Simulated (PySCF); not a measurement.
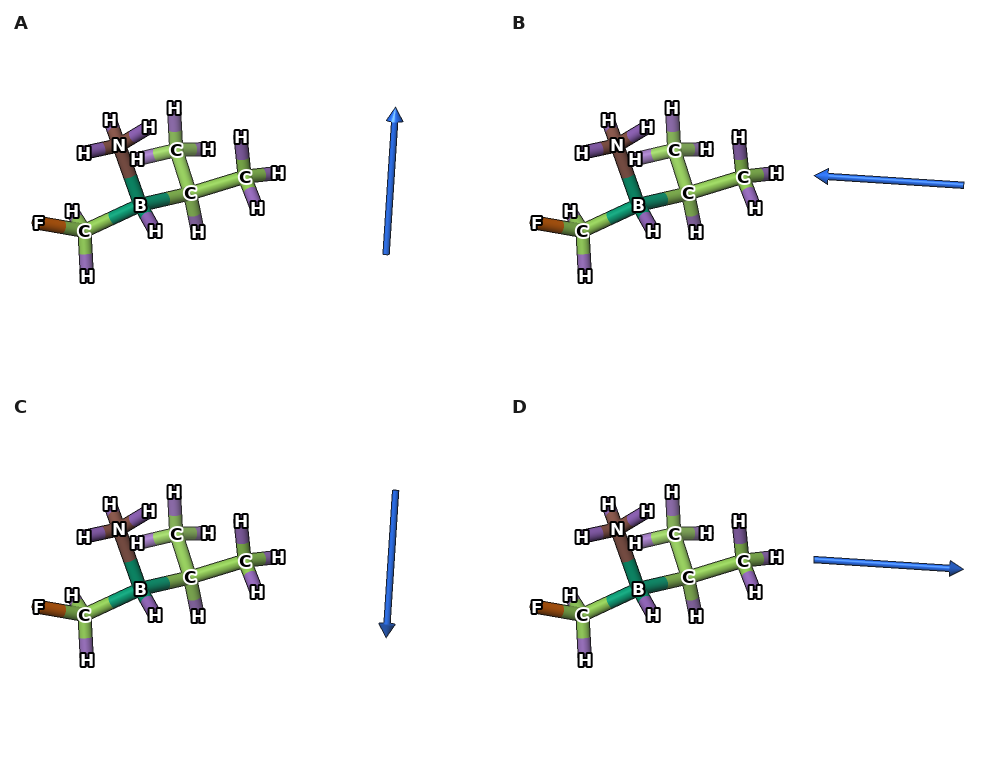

The same molecule four times, each with an arrow. Computed geometry: GFN2-xTB optimisation. No frequency run is at hand to confirm it as a minimum. Properties computed with ωB97X-D/def2-SVPD, gas phase (PySCF 2.14.0).

**Which arrow points along the dipole moment, from the negative to the positive end?**

A. The dipole moment is 3.67 D.

The geometry is semi-empirical. Around B such bond lengths and angles can be off by a tenth of an ångström or more and by several degrees, and values that hang on the shape move with them.
